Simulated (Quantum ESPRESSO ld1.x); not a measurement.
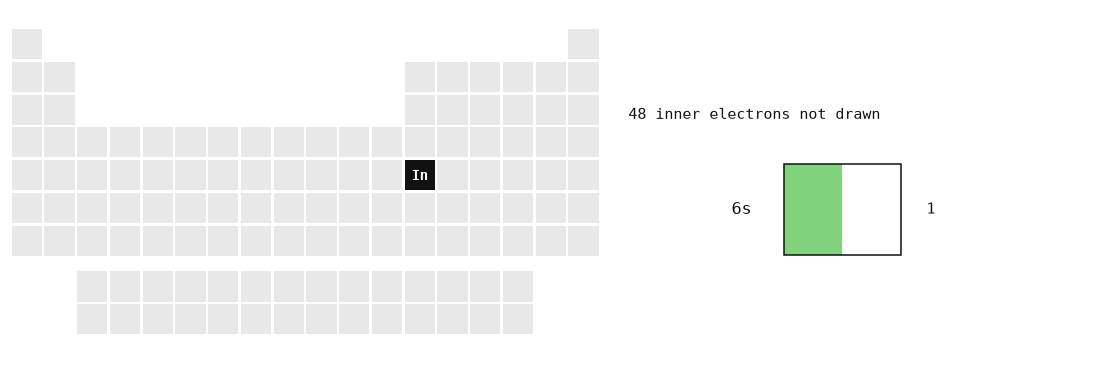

Fig. 1: Left, the place of indium in the periodic table; right, the outer shells as the input fills them: a box for each of the 2l + 1 orbitals, shaded by the share of the shell that is filled, with the electron count at the right.

# Atomic calculation, with input and output: In

System: atomic indium (In) in the configuration [Kr] 4d10 5s2 6s1 (high spin).
Method: scalar-relativistic Kohn-Sham, LDA (Slater exchange, Perdew-Wang correlation), spin-polarised, spherical densities, point nucleus (Quantum ESPRESSO ld1.x 7.5).

### Results in brief

| quantity | value |
| --- | --- |
| outcome | converged |
| total energy | −5876.3483 hartree |
| kinetic energy | 6123.4203 hartree |
| electron–nucleus energy | −14207.7957 hartree |
| Hartree energy | 2362.1806 hartree |
| exchange–correlation energy | −154.153504 hartree |
| radius at density 0.001 e/bohr³ | 4.12 bohr |
| SCF iterations | 26 |
| hardware | 1 CPU thread, shared host |
| wall time | 1.4 s |

### Input
```
 &input
    zed=49.0,
    iswitch=1,
    rel=1,
    lsd=1,
    dft='PW',
    config='[Kr] 4d10 5s2 6s1',
    prefix='ld1',
    max_out_wfc=37,
    file_charge='ld1.rho',
 /
```

### Log
```
     Program LD1 v.7.5 starts

     --------------------------- All-electron run ----------------------------

     scalar relativistic calculation

     atomic number is 49.00
     dft =PW   lsd =1 sic =0 latt =0  beta=0.20 tr2=1.0E-14
     Exchange-correlation= PW
                           (   1   4   0   0   0   0   0)
     mesh =2063 r(mesh) =  99.90100 a.u. xmin = -8.00 dx = 0.00800
     1 Ry =  13.60569312 eV, c = 137.03599908

     n l     nl                  e(Ry)          e(Ha)          e(eV)
     1 0     1S 1( 1.00)     -2037.7255     -1018.8628    -27724.6684
     2 0     2S 1( 1.00)      -305.3907      -152.6954     -4155.0522
     2 1     2P 1( 3.00)      -274.3024      -137.1512     -3732.0745
     3 0     3S 1( 1.00)       -58.1187       -29.0594      -790.7453
     3 1     3P 1( 3.00)       -47.9373       -23.9687      -652.2207
     4 0     4S 1( 1.00)        -9.0376        -4.5188      -122.9635
     4 1     4P 1( 3.00)        -5.9940        -2.9970       -81.5527
     3 2     3D 1( 5.00)       -32.0815       -16.0408      -436.4912
     4 2     4D 1( 5.00)        -1.6321        -0.8160       -22.2052
     5 0     5S 1( 1.00)        -0.8368        -0.4184       -11.3850
     6 0     6S 1( 1.00)        -0.1281        -0.0640        -1.7427
     1 0     1S 2( 1.00)     -2037.7253     -1018.8627    -27724.6652
     2 0     2S 2( 1.00)      -305.3906      -152.6953     -4155.0506
     2 1     2P 2( 3.00)      -274.3023      -137.1511     -3732.0728
     3 0     3S 2( 1.00)       -58.1185       -29.0593      -790.7426
     3 1     3P 2( 3.00)       -47.9371       -23.9686      -652.2179
     4 0     4S 2( 1.00)        -9.0372        -4.5186      -122.9577
     4 1     4P 2( 3.00)        -5.9935        -2.9967       -81.5454
     3 2     3D 2( 5.00)       -32.0813       -16.0407      -436.4886
     4 2     4D 2( 5.00)        -1.6309        -0.8155       -22.1900
     5 0     5S 2( 1.00)        -0.8329        -0.4164       -11.3321
     6 0     6S 2( 0.00)        -0.1005        -0.0502        -1.3668

     final scf error:  3.9E-15 reached in  26 iterations

     Etot =  -11752.696662 Ry,   -5876.348331 Ha, -159903.584144 eV
     Total magnetization:    1.00 Bohr mag.

     Ekin =   12246.840540 Ry,    6123.420270 Ha,  166626.754119 eV
     Encl =  -28415.591392 Ry,  -14207.795696 Ha, -386613.816386 eV
     Eh   =    4724.361199 Ry,    2362.180599 Ha,   64278.208675 eV
     Exc  =    -308.307009 Ry,    -154.153505 Ha,   -4194.730553 eV

     normalization and overlap integrals

     s(1S/1S) =  1.000000  <r> =   0.0297  <r2> =    0.0012  r(max) =   0.0193
     s(1S/2S) = -0.012625
     s(1S/3S) = -0.005259
     s(1S/4S) = -0.002329
     s(1S/5S) = -0.000730
     s(1S/6S) = -0.000225
     s(2S/2S) =  1.000000  <r> =   0.1286  <r2> =    0.0195  r(max) =   0.1086
     s(2S/3S) = -0.003220
     s(2S/4S) = -0.001374
     s(2S/5S) = -0.000428
     s(2S/6S) = -0.000132
     s(2P/2P) =  1.000000  <r> =   0.1122  <r2> =    0.0154  r(max) =   0.0868
     s(2P/3P) = -0.002633
     s(2P/4P) = -0.001039
     s(3S/3S) =  1.000000  <r> =   0.3492  <r2> =    0.1395  r(max) =   0.3148
     s(3S/4S) = -0.000915
     s(3S/5S) = -0.000279
     s(3S/6S) = -0.000086
     s(3P/3P) =  1.000000  <r> =   0.3476  <r2> =    0.1403  r(max) =   0.3098
     s(3P/4P) = -0.000764
     s(4S/4S) =  1.000000  <r> =   0.8476  <r2> =    0.8142  r(max) =   0.7712
     s(4S/5S) = -0.000171
     s(4S/6S) = -0.000052
     s(4P/4P) =  1.000000  <r> =   0.9217  <r2> =    0.9731  r(max) =   0.8156
     s(3D/3D) =  1.000000  <r> =   0.3246  <r2> =    0.1252  r(max) =   0.2577
     s(3D/4D) = -0.000477
     s(4D/4D) =  1.000000  <r> =   1.1814  <r2> =    1.6760  r(max) =   0.9344
     s(5S/5S) =  1.000000  <r> =   2.4969  <r2> =    7.1171  r(max) =   2.1131
     s(5S/6S) = -0.000021
     s(6S/6S) =  1.000000  <r> =   7.5357  <r2> =   63.5380  r(max) =   6.7408
     s(1S/1S) =  1.000000  <r> =   0.0297  <r2> =    0.0012  r(max) =   0.0193
     s(1S/2S) = -0.012625
     s(1S/3S) = -0.005259
     s(1S/4S) = -0.002329
     s(1S/5S) = -0.000732
     s(1S/6S) = -0.000217
     s(2S/2S) =  1.000000  <r> =   0.1286  <r2> =    0.0195  r(max) =   0.1086
     s(2S/3S) = -0.003220
     s(2S/4S) = -0.001374
     s(2S/5S) = -0.000429
     s(2S/6S) = -0.000127
     s(2P/2P) =  1.000000  <r> =   0.1122  <r2> =    0.0154  r(max) =   0.0868
     s(2P/3P) = -0.002633
     s(2P/4P) = -0.001039
     s(3S/3S) =  1.000000  <r> =   0.3492  <r2> =    0.1395  r(max) =   0.3148
     s(3S/4S) = -0.000915
     s(3S/5S) = -0.000279
     s(3S/6S) = -0.000083
     s(3P/3P) =  1.000000  <r> =   0.3476  <r2> =    0.1403  r(max) =   0.3098
     s(3P/4P) = -0.000764
     s(4S/4S) =  1.000000  <r> =   0.8476  <r2> =    0.8142  r(max) =   0.7712
     s(4S/5S) = -0.000172
     s(4S/6S) = -0.000050
     s(4P/4P) =  1.000000  <r> =   0.9216  <r2> =    0.9730  r(max) =   0.8156
     s(3D/3D) =  1.000000  <r> =   0.3246  <r2> =    0.1252  r(max) =   0.2577
     s(3D/4D) = -0.000477
     s(4D/4D) =  1.000000  <r> =   1.1810  <r2> =    1.6747  r(max) =   0.9344
     s(5S/5S) =  1.000000  <r> =   2.4883  <r2> =    7.0563  r(max) =   2.1131
     s(5S/6S) = -0.000020
     s(6S/6S) =  1.000000  <r> =   7.8184  <r2> =   68.9928  r(max) =   6.8495

     ------------------------ End of All-electron run ------------------------
```

### Orbitals

```
orbital  occupation  energy (eV)  ⟨r⟩ (bohr)  outer maximum (bohr)
  1s up           1     −27724.7     0.02974                0.0193
1s down           1     −27724.7     0.02974                0.0193
  2s up           1      −4155.1      0.1286                 0.109
2s down           1      −4155.1      0.1286                 0.109
  2p up           3      −3732.1      0.1122                0.0868
2p down           3      −3732.1      0.1122                0.0868
  3s up           1     −790.745      0.3492                 0.315
3s down           1     −790.743      0.3492                 0.315
  3p up           3     −652.221      0.3476                 0.310
3p down           3     −652.218      0.3476                 0.310
  3d up           5     −436.491      0.3246                 0.258
3d down           5     −436.489      0.3246                 0.258
  4s up           1     −122.963      0.8476                 0.771
4s down           1     −122.958      0.8476                 0.771
  4p up           3      −81.553      0.9217                 0.816
4p down           3      −81.545      0.9216                 0.816
  4d up           5      −22.205       1.181                 0.934
4d down           5      −22.190       1.181                 0.934
  5s up           1      −11.385       2.497                  2.11
5s down           1      −11.332       2.488                  2.11
  6s up           1       −1.743       7.536                  6.74
6s down           0       −1.367       7.818                  6.85
```

### Slater integrals of the outer shells (hartree)

```csv
integral,value
"F0(6s,6s)",0.1195
"F0(6s,5s)",0.1514
"G0(6s,5s)",0.0066
"F0(6s,4d)",0.1581
"G2(6s,4d)",0.0046
"F0(6s,4p)",0.1592
"G1(6s,4p)",0.0024
"F0(5s,5s)",0.3616
"F0(5s,4d)",0.4454
"G2(5s,4d)",0.0654
"F0(5s,4p)",0.4584
"G1(5s,4p)",0.0276
"F0(4d,4d)",0.7694
"F2(4d,4d)",0.3811
"F4(4d,4d)",0.2490
"F0(4d,4p)",0.8560
"F2(4d,4p)",0.4227
"G1(4d,4p)",0.5342
"G3(4d,4p)",0.3267
"F0(4p,4p)",0.9763
```

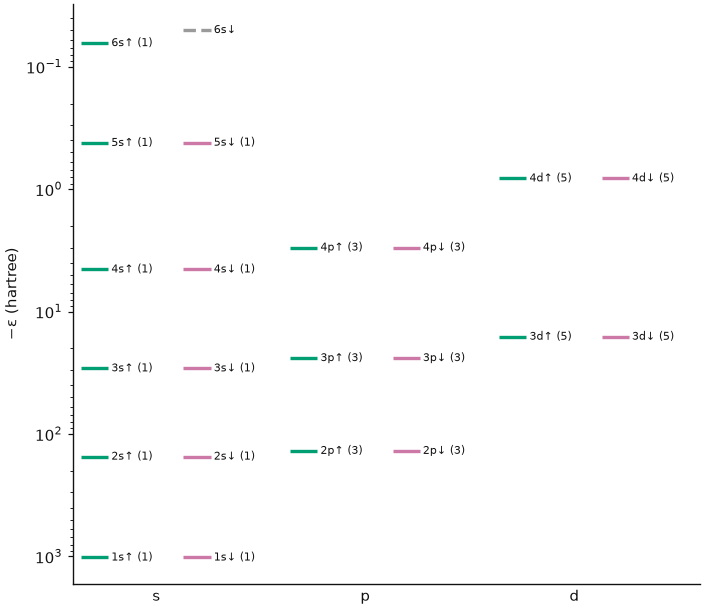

Fig. 2: The occupied levels and a few empty ones, on a logarithmic scale of binding energy, are drawn by angular momentum (occupations in brackets, up spins at the left of each column and down spins at the right, empty levels dashed). The highest occupied level is 6s up at −0.0640 hartree. The highest 5 occupied levels, from the top down, are 6s up (−0.0640 hartree), 5s down (−0.416 hartree), 5s up (−0.418 hartree), 4d down (−0.815 hartree), 4d up (−0.816 hartree). The lowest empty level drawn is 6s down at −0.0502 hartree. The largest exchange splitting (down less up) among the shells drawn in both spins is that of 6s, 0.0138 hartree.

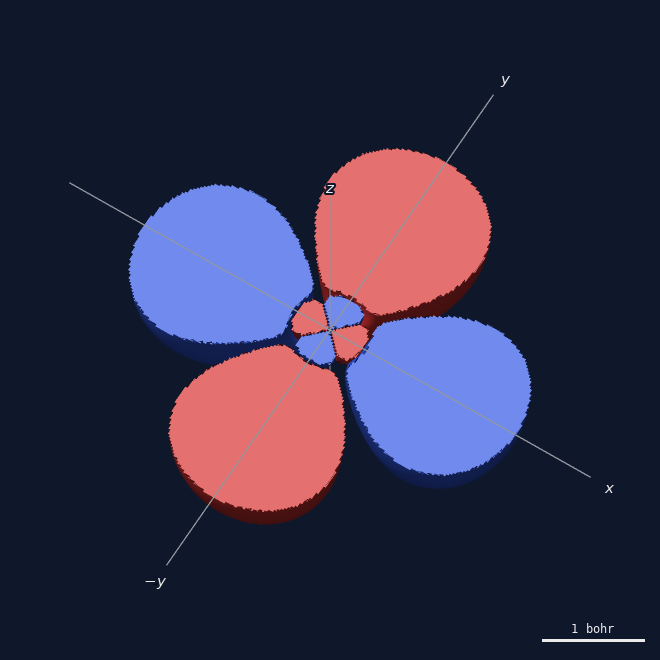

Fig. 3: One occupied orbital of down spin is shown. The surface of constant |ψ| that holds about 90 % of the electron is drawn, blue where ψ is positive and red where it is negative, with the half in front of the xy plane cut away and the cut face painted. The radial function comes from the spherical calculation and is multiplied by a real spherical harmonic; the overall sign is chosen so that the largest lobe of P(r) is positive; at the scalar-relativistic level it is the large component. It is 4d(x²−y²) of down spin. It has two nodal planes at 45° to x and y and 1 radial node, at r = 0.401 bohr. The outermost maximum of P² lies at 0.934 bohr, ⟨r⟩ = 1.18 bohr, 90 % of the charge lies within 1.86 bohr, and the eigenvalue is −22.2 eV, with 5 electrons in the shell for this spin.
